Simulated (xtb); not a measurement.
**Si₂H₆: geometry relaxation (part 1 of 2)**

Si₂H₆ (Si(SiH3)H3), SMILES [H][Si]([H])([H])[SiH3], computed with GFN2-xTB (xtb 6.7.1).

The geometry comes from this level: GFN2-xTB.

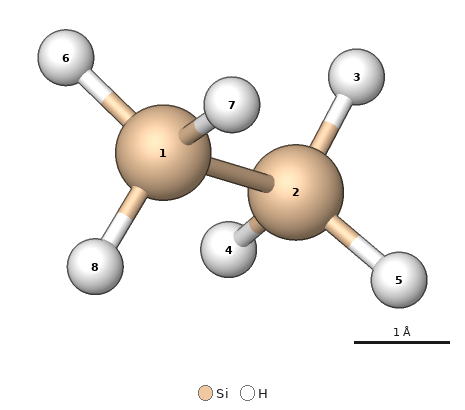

The structure as given in the input (ball-and-stick view, seen at a tilt; atoms are numbered from 1 in the order of the input).

The input (coord)
```
$coord
     -0.007218753796      0.016478411807     -2.180290413548  si
      0.006236096211     -0.013246980134      2.176510961299  si
      1.488934110854      2.065829702180      3.251254900157  h
      1.077880884225     -2.346661901560      3.218184692976  h
     -2.537845493589      0.214578401451      3.248477002754  h
      2.549656281868     -0.018576007805     -3.244470783370  h
     -1.253852180950      2.256843218857     -3.223891665873  h
     -1.323772047562     -2.175263742057     -3.245793591657  h
$end
```

Launched with:
```bash
xtb coord --gfn2 -o vtight -P 1 | tee run.log
```

Log
```
* xtb version 6.7.1
   ID    Z sym.   atoms
    1   14 si     1, 2
    2    1 h      3-8

           -------------------------------------------------
          |                Calculation Setup                |
           -------------------------------------------------

          program call               : xtb coord --gfn2 -o vtight -P 1
          coordinate file            : coord
          omp threads                :                     1

           -------------------------------------------------
          |                 G F N 2 - x T B                 |
           -------------------------------------------------

      * Hamiltonian:
        H0-scaling (s, p, d)           1.850000    2.230000    2.230000
        zeta-weighting                 0.500000
      * Dispersion:
        s8                             2.700000
        a1                             0.520000
        a2                             5.000000
        s9                             5.000000
      * Repulsion:
        kExp                           1.500000    1.000000
        rExp                           1.000000
      * Coulomb:
        alpha                          2.000000
        third order                    shell-resolved
        anisotropic                    true
        a3                             3.000000
        a5                             4.000000
        cn-shift                       1.200000
        cn-exp                         4.000000
        max-rad                        5.000000

          ...................................................
          :                      SETUP                      :
          :.................................................:
          :  # basis functions                  26          :
          :  # atomic orbitals                  24          :
          :  # shells                           12          :
          :  # electrons                        14          :
          :  max. iterations                   250          :
          :  Hamiltonian                  GFN2-xTB          :
          :  restarted?                      false          :
          :  GBSA solvation                  false          :
          :  PC potential                    false          :
          :  electronic temp.          300.0000000     K    :
          :  accuracy                    1.0000000          :
          :  -> integral cutoff          0.2500000E+02      :
          :  -> integral neglect         0.1000000E-07      :
          :  -> SCF convergence          0.1000000E-05 Eh   :
          :  -> wf. convergence          0.1000000E-03 e    :
          :  Broyden damping             0.4000000          :
          :  net charge                          0          :
          :  unpaired electrons                  0          :
          ...................................................

 iter      E             dE          RMSdq      gap      omega  full diag
   1     -6.4649767 -0.646498E+01  0.499E+00    5.06       0.0  T
   2     -6.5611700 -0.961934E-01  0.194E+00    4.53       1.0  T
   3     -6.5616213 -0.451233E-03  0.104E+00    4.51       1.0  T
   4     -6.5616469 -0.256189E-04  0.120E-01    4.53       1.0  T
   5     -6.5616429  0.401972E-05  0.489E-02    4.54       1.0  T
   6     -6.5616514 -0.854728E-05  0.945E-03    4.53       3.7  T
   7     -6.5616515 -0.432623E-07  0.437E-03    4.53       8.1  T
   8     -6.5616515 -0.110449E-07  0.135E-03    4.53      26.1  T
   9     -6.5616515 -0.340743E-09  0.447E-04    4.53      79.1  T
  10     -6.5616515 -0.159300E-09  0.834E-05    4.53     424.1  T

   *** convergence criteria satisfied after 10 iterations ***

         #    Occupation            Energy/Eh            Energy/eV
      -------------------------------------------------------------
         1        2.0000           -0.7521719             -20.4676
         2        2.0000           -0.6439427             -17.5226
         3        2.0000           -0.4304523             -11.7132
         4        2.0000           -0.4304422             -11.7129
         5        2.0000           -0.4234861             -11.5236
         6        2.0000           -0.4234748             -11.5233
         7        2.0000           -0.3707064             -10.0874 (HOMO)
         8                         -0.2041549              -5.5553 (LUMO)
         9                         -0.2041240              -5.5545
        10                         -0.1865487              -5.0762
        11                         -0.1586043              -4.3158
        12                         -0.1585522              -4.3144
       ...                                ...                  ...
        24                          0.7794606              21.2102
      -------------------------------------------------------------
                  HL-Gap            0.1665515 Eh            4.5321 eV
             Fermi-level           -0.2874307 Eh           -7.8214 eV

 SCC (total)                   0 d,  0 h,  0 min,  0.018 sec
 SCC setup                      ...        0 min,  0.000 sec (  0.657%)
 Dispersion                     ...        0 min,  0.000 sec (  0.276%)
 classical contributions        ...        0 min,  0.000 sec (  0.126%)
 integral evaluation            ...        0 min,  0.007 sec ( 40.429%)
 iterations                     ...        0 min,  0.008 sec ( 44.380%)
 molecular gradient             ...        0 min,  0.002 sec ( 12.404%)
 printout                       ...        0 min,  0.000 sec (  1.548%)

         :::::::::::::::::::::::::::::::::::::::::::::::::::::
         ::                     SUMMARY                     ::
         :::::::::::::::::::::::::::::::::::::::::::::::::::::
         :: total energy              -6.499668486375 Eh    ::
         :: gradient norm              0.000675646424 Eh/a0 ::
         :: HOMO-LUMO gap              4.532096189432 eV    ::
         ::.................................................::
         :: SCC energy                -6.561649706947 Eh    ::
         :: -> isotropic ES            0.015638220513 Eh    ::
         :: -> anisotropic ES          0.002938876450 Eh    ::
         :: -> anisotropic XC          0.006349232814 Eh    ::
         :: -> dispersion             -0.004223021684 Eh    ::
         :: repulsion energy           0.061981220571 Eh    ::
         :: add. restraining           0.000000000000 Eh    ::
         :: total charge              -0.000000000000 e     ::
         :::::::::::::::::::::::::::::::::::::::::::::::::::::

      -----------------------------------------------------------
     |                   =====================                   |
     |                        A N C O P T                        |
     |                   =====================                   |
     |               Approximate Normal Coordinate               |
     |                Rational Function Optimizer                |
      -----------------------------------------------------------
      -----------------------------------------------------------
     |                   =====================                   |
     |                        A N C O P T                        |
     |                   =====================                   |
     |               Approximate Normal Coordinate               |
     |                Rational Function Optimizer                |
      -----------------------------------------------------------

          ...................................................
          :                      SETUP                      :
          :.................................................:
          :   optimization level         verytight          :
          :   max. optcycles                   200          :
          :   ANC micro-cycles                  20          :
          :   degrees of freedom                18          :
          :.................................................:
          :   RF solver                   davidson          :
          :   write xtbopt.log                true          :
          :   linear?                        false          :
          :   energy convergence         0.1000000E-06 Eh   :
          :   grad. convergence          0.2000000E-03 Eh/α :
          :   maxmium RF displ.          1.0000000          :
          :   Hlow (freq-cutoff)         0.1000000E-01      :
          :   Hmax (freq-cutoff)         5.0000000          :
          :   S6 in model hess.         20.0000000          :
          ...................................................

generating ANC from exact Hessian ...
Using Lindh-Hessian (1995)
 Shifting diagonal of input Hessian by    1.0406866604896892E-002
 Lowest  eigenvalues of input Hessian
    0.010000    0.000000    0.000000    0.000000    0.000000    0.000000
    0.000000    0.011771    0.011773    0.014131    0.014134    0.018166
    0.032016    0.032033    0.032481    0.032521    0.036004    0.089902
 Highest eigenvalues
    0.368961    0.408730    0.570942    0.571336    0.574271    0.575281

........................................................................
.............................. CYCLE    1 ..............................
........................................................................

 iter      E             dE          RMSdq      gap      omega  full diag
   1     -6.5616515 -0.656165E+01  0.576E-05    4.53       0.0  T
   2     -6.5616515 -0.819789E-12  0.252E-05    4.53    1404.6  T
   3     -6.5616515  0.204281E-13  0.304E-05    4.53    1162.8  T
     SCC iter.                  ...        0 min,  0.002 sec
     gradient                   ...        0 min,  0.002 sec
 * total energy  :    -6.4996685 Eh     change       -0.2464695E-11 Eh
   gradient norm :     0.0006755 Eh/α   predicted     0.0000000E+00 (-100.00%)
   displ. norm   :     0.0106140 α      lambda       -0.2114372E-05
   maximum displ.:     0.0070385 α      in ANC's #11, #3, #5, ...

........................................................................
.............................. CYCLE    2 ..............................
........................................................................

 iter      E             dE          RMSdq      gap      omega  full diag
   1     -6.5616346 -0.656163E+01  0.430E-02    4.53       0.0  T
   2     -6.5616347 -0.138105E-06  0.245E-02    4.53       1.4  T
   3     -6.5616347  0.815660E-08  0.104E-02    4.53       3.4  T
   4     -6.5616347 -0.677093E-07  0.570E-03    4.53       6.2  T
   5     -6.5616348 -0.999187E-08  0.201E-03    4.53      17.6  T
   6     -6.5616348 -0.992244E-09  0.112E-03    4.53      31.6  T
   7     -6.5616348 -0.431246E-09  0.292E-04    4.53     120.9  T
   8     -6.5616348 -0.266978E-10  0.300E-05    4.53    1177.5  T
     SCC iter.                  ...        0 min,  0.003 sec
     gradient                   ...        0 min,  0.002 sec
 * total energy  :    -6.4996688 Eh     change       -0.3335497E-06 Eh
   gradient norm :     0.0003791 Eh/α   predicted    -0.1056978E-05 ( 216.89%)
   displ. norm   :     0.0057399 α      lambda       -0.1031966E-05
   maximum displ.:     0.0042842 α      in ANC's #11, #5, #12, ...

........................................................................
.............................. CYCLE    3 ..............................
........................................................................

 iter      E             dE          RMSdq      gap      omega  full diag
   1     -6.5615782 -0.656158E+01  0.255E-02    4.53       0.0  T
   2     -6.5615782 -0.343353E-07  0.151E-02    4.53       2.3  T
   3     -6.5615782  0.607387E-08  0.561E-03    4.53       6.3  T
   4     -6.5615782 -0.226273E-07  0.259E-03    4.53      13.6  T
   5     -6.5615782 -0.167533E-08  0.109E-03    4.53      32.3  T
   6     -6.5615782 -0.238782E-09  0.698E-04    4.53      50.7  T
   7     -6.5615782 -0.176114E-09  0.533E-05    4.53     663.7  T
     SCC iter.                  ...        0 min,  0.002 sec
     gradient                   ...        0 min,  0.002 sec
 * total energy  :    -6.4996695 Eh     change       -0.6476456E-06 Eh
   gradient norm :     0.0001552 Eh/α   predicted    -0.5156837E-06 ( -20.38%)
   displ. norm   :     0.0021367 α      lambda       -0.1377830E-06
   maximum displ.:     0.0011369 α      in ANC's #12, #9, #11, ...

........................................................................
.............................. CYCLE    4 ..............................
........................................................................

 iter      E             dE          RMSdq      gap      omega  full diag
   1     -6.5616300 -0.656163E+01  0.823E-03    4.53       0.0  T
   2     -6.5616300 -0.396924E-08  0.506E-03    4.53       7.0  T
   3     -6.5616300  0.478554E-09  0.151E-03    4.53      23.4  T
   4     -6.5616300 -0.186311E-08  0.948E-04    4.53      37.3  T
   5     -6.5616300 -0.271271E-09  0.356E-04    4.53      99.3  T
     SCC iter.                  ...        0 min,  0.002 sec
     gradient                   ...        0 min,  0.002 sec
 * total energy  :    -6.4996695 Eh     change        0.9021644E-08 Eh
   gradient norm :     0.0001504 Eh/α   predicted    -0.6754529E-07 (-848.70%)
   displ. norm   :     0.0013561 α      lambda       -0.9695019E-07
   maximum displ.:     0.0011266 α      in ANC's #11, #12, #5, ...

........................................................................
.............................. CYCLE    5 ..............................
........................................................................
```
